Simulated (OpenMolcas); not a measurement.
**CHCl3 (chloroform): HCTH407/pcseg-2**

Aim: the vertical singlet–triplet gap of CHCl3 (chloroform) at HCTH407/pcseg-2, from 2 runs. 

Program for the calculation: OpenMolcas 26.06.

### Step 1. Starting point

CHCl3: 5 atoms, total charge 0, spin state singlet. SMILES: `ClC(Cl)Cl`. The coordinates come from a GFN2-xTB relaxation.

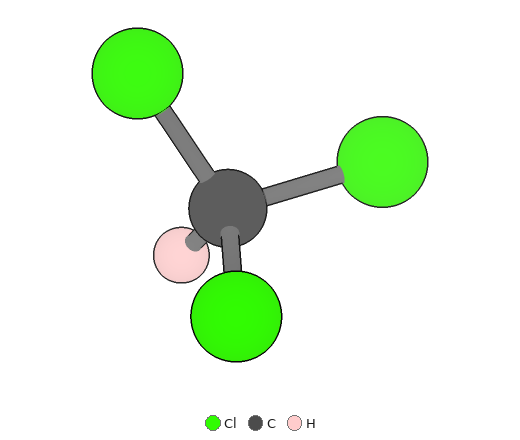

Viewed from a chosen angle; chlorine green, carbon dark grey, hydrogen pink.

### Step 2. Energy and gradient at HCTH407/pcseg-2

File job.input:

```
&GATEWAY
  BASLIB=$CurrDir
  COORD
  5
  bohr
  Cl    -1.28200910     0.72040139     2.92771489
  C      0.11090803     0.19290324    -0.06525224
  Cl     2.31897741    -2.31196653     0.11436623
  Cl    -2.24824496    -0.50801507    -2.32933311
  H      1.10034973     1.90669587    -0.64753355
  BASIS=pcseg-2
  GROUP=NoSym

&SEWARD
  GRIDINPUT
  Grid=UltraFine
  End of Grid

&SCF
  KSDFT=GGA_XC_HCTH_407
  PRORBITALS=0

&ALASKA
```

The basis set pcseg-2 is read from a file made from the Basis Set Exchange's data (not shown).

Launch:

```
$ export MOLCAS_MEM=1860
$ pymolcas job.input > job.log
```

What it wrote:

```text
--- Start Module: gateway ---
[...]
--- Stop Module: gateway /rc=_RC_ALL_IS_WELL_ ---
[...]
      Basis functions          146
[...]
--- Start Module: scf ---
[...]
       Convergence after  13 Iterations
[...]
::    Total KS-DFT energy                           -1419.5676037894
[...]
      Total spin, S                                     0.0000000000
[...]
      Total electronic charge=   58.000000
      Total            charge=   -0.000000
[...]
      Dipole Moment (debye):
      Origin of the operator (angstrom)=   -0.1791   -0.3105    0.1054
                   X=  5.3403E-01               Y=  9.2792E-01               Z= -3.1301E-01           Total=  1.1154E+00
      Quadrupole Moment (debye*angstrom):
[...]
--- Stop Module: scf /rc=_RC_ALL_IS_WELL_ ---
[...]
--- Start Module: alaska ---
[...]
 *              Molecular gradients               *
 **************************************************
  Irreducible representation: a
 ------------------------------------------------------------------------------------------
                              X                       Y                       Z
 ------------------------------------------------------------------------------------------
  CL1              -1.56920479999911E-03   -3.40406747753441E-03    4.32247049854340E-04
  C2                2.91404671820761E-03    5.20254505178119E-03   -1.65074270992149E-03
  CL3              -2.30786778611858E-03   -2.75586566889885E-03    1.07671603619275E-03
  CL4              -1.45551711531766E-03   -3.14970479586218E-03    1.52858472615236E-03
  H5                2.41854298339428E-03    4.10709289037126E-03   -1.38680510226097E-03
 ------------------------------------------------------------------------------------------
--- Stop Module: alaska /rc=_RC_ALL_IS_WELL_ ---
[...]
```

Wall time 73 s (1 thread of Arm Neoverse V1, shared host); peak memory 1.2 GiB.

### Step 3. The triplet

File job.inp:

```
&GATEWAY
BASLIB=$CurrDir
COORD
5
bohr
Cl    -1.28200910     0.72040139     2.92771489
C      0.11090803     0.19290324    -0.06525224
Cl     2.31897741    -2.31196653     0.11436623
Cl    -2.24824496    -0.50801507    -2.32933311
H      1.10034973     1.90669587    -0.64753355
BASIS=pcseg-2
GROUP=NoSym
&SEWARD
GRIDINPUT
Grid=UltraFine
End of Grid
&SCF
UHF
SPIN=3
KSDFT=GGA_XC_HCTH_407
PRORBITALS=0
&ALASKA
```

The basis set pcseg-2 is read from a file made from the Basis Set Exchange's data (not shown).

Launch:

```
$ export MOLCAS_MEM=1860
$ pymolcas job.inp > job.log
```

What it wrote:

```text
--- Start Module: gateway ---
[...]
--- Stop Module: gateway /rc=_RC_ALL_IS_WELL_ ---
[...]
      Basis functions          146
[...]
--- Start Module: scf ---
[...]
       Convergence after  27 Iterations
[...]
::    Total KS-DFT energy                           -1419.3667322008
[...]
      Total spin, S                                     1.0014875018
[...]
      Total electronic charge=   58.000000
      Total            charge=   -0.000000
[...]
      Dipole Moment (debye):
      Origin of the operator (angstrom)=   -0.1791   -0.3105    0.1054
                   X=  3.5060E-01               Y=  6.0901E-01               Z= -2.0481E-01           Total=  7.3196E-01
      Quadrupole Moment (debye*angstrom):
[...]
--- Stop Module: scf /rc=_RC_ALL_IS_WELL_ ---
[...]
--- Start Module: alaska ---
[...]
 *              Molecular gradients               *
 **************************************************
  Irreducible representation: a
 ------------------------------------------------------------------------------------------
                              X                       Y                       Z
 ------------------------------------------------------------------------------------------
  CL1               2.09217326316402E-02   -1.47874037130489E-02   -5.00251350775791E-02
  C2               -1.42272377855976E-02   -2.47274166107929E-02    8.16446459960718E-03
  CL3              -4.16844912620782E-02    3.80333837294913E-02   -1.22980208769377E-03
  CL4               3.78849553717977E-02    6.59085686089700E-03    4.13716156172761E-02
  H5               -2.89495895571568E-03   -5.10942026656647E-03    1.71885694825180E-03
 ------------------------------------------------------------------------------------------
--- Stop Module: alaska /rc=_RC_ALL_IS_WELL_ ---
[...]
```

Wall time 2.6 min (1 thread of Arm Neoverse V1, shared host); peak memory 1.2 GiB.

### Step 4. Results

Level: HCTH407/pcseg-2.

| quantity | value |
| --- | --- |
| singlet: total energy | -1419.56760 Eh |
| singlet: dipole moment | 1.12 D |
| singlet: HOMO energy | -7.71 eV |
| singlet: LUMO energy | -2.14 eV |
| singlet: HOMO–LUMO gap | 5.56 eV |
| singlet: largest force on an atom | 0.318 eV/Å |
| triplet: total energy | -1419.36673 Eh |
| triplet: dipole moment | 0.73 D |
| triplet: HOMO energy (highest over α and β) | -2.32 eV |
| triplet: ⟨S²⟩ | 2.004 |
| triplet: largest force on an atom | 2.904 eV/Å |
| vertical energy of the triplet above the singlet | 5.466 eV |

What this shows: At this shape the triplet lies 5.47 eV (527 kJ/mol) above the singlet. The largest force (singlet) is 0.32 eV/Å: the shape isn't a stationary point for this species at this level. Mulliken charges (singlet) run from -0.07 on Cl3 to +0.13 on C2; they depend strongly on the basis. Mulliken charges (triplet) run from -0.03 on Cl1 to +0.10 on C2.
